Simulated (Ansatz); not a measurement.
The calculation's input:

```
crystal:
  periodic: [false, false, false]
  atoms:
    - { symbol: Hf, position_ang: [-0.198129, -0.291915, 0.115201] }
    - { symbol: O, position_ang: [-0.091863, -0.059335, 2.135236] }
    - { symbol: H, position_ang: [-0.734787, -0.19592, 2.835418] }
    - { symbol: O, position_ang: [1.568482, -0.497423, -0.619738] }
    - { symbol: H, position_ang: [2.450367, -0.47452, -0.982542] }
    - { symbol: O, position_ang: [-1.172947, 1.16237, -0.686345] }
    - { symbol: H, position_ang: [-1.539811, 1.949275, -1.081255] }
    - { symbol: O, position_ang: [-1.216406, -1.893624, -0.194895] }
    - { symbol: H, position_ang: [-1.633198, -2.695053, -0.502883] }
    - { symbol: Cl, position_ang: [1.671384, 2.681797, 1.342345] }
    - { symbol: H, position_ang: [1.136209, 1.76375, 2.152357] }
basis:
  gaussian: { orbitals: def2-SVP }
hamiltonian:
  xc: pbe0
  dispersion: d4
relax:
  f_tol: 0.03
  max_steps: 50
output:
  orbitals: {}
```

Run with:

```sh
ansatz run input.yaml --threads 4 --pin off --max-ram 5120MiB --backend cpu --events-out ev --progress --plain --runs-dir out
```

The fields are those of the run's last geometry, not of the input's.

Core potentials replace the inner electrons of Hf.

These are results of Ansatz, RKS PBE0-D4/def2-SVP, not measurements.

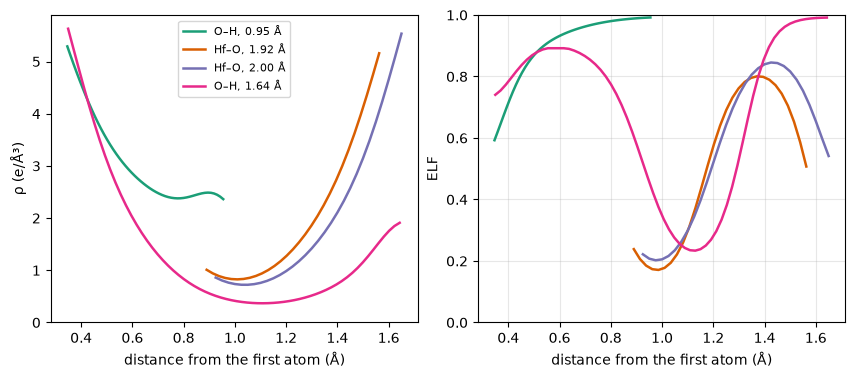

H4HfO4···HCl. Electron density and electron localisation function along straight lines between neighbouring atoms. The curves leave out the atomic cores.

Compare the contacts.

O–H (0.95 Å): ρ at the midpoint is about 3.7 e/Å³; the ELF climbs to about 1 towards the hydrogen, as it does in any bond to H; an ordinary covalent bond to hydrogen.
Hf–O (1.92 Å): ρ at the midpoint is about 0.85 e/Å³; the ELF peaks at about 0.80 in the valence shell of O, 0.6 Å from its nucleus, and drops to about 0.15 between the two atoms.
Hf–O (2.00 Å): ρ is about 0.74 e/Å³ halfway; the ELF peaks at about 0.85 in the valence shell of O, 0.6 Å from its nucleus, and drops to about 0.20 between the two atoms.
O2···H11 (1.64 Å): the density falls to about 0.37 e/Å³ on the way; the ELF dips to about 0.25 between them.
